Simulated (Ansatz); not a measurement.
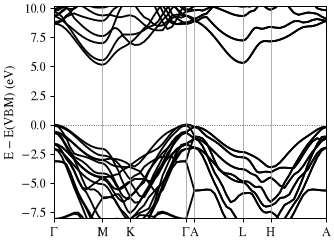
Figure. Band structure from plane-wave PAW LDA (Ansatz code)

Q: Read off the gap and where the band edges lie.

A: About 5.1 eV (5.14 eV by a search for the band edges); maximum at Γ, minimum at M.

Q: Which compound is it?
(A) AlN, wurtzite
(B) LaH3O3, P6_3/m (La on 2d, H on 6h, O on 6h)
(C) BN, P6_3mc (Pearson symbol hP12)
(D) N, P6_3/mmc (N on 4f)

A: C, BN, P6_3mc (Pearson symbol hP12)

The cell is a constructed one: a structure type filled with these elements. Its sites differ from those of the usual phase in this space group: another stacking or structure type. The LDA relaxation kept the symmetry of its start; phonons on a q-mesh show no instability.

Potentials: the later of the program's two PAW sets.
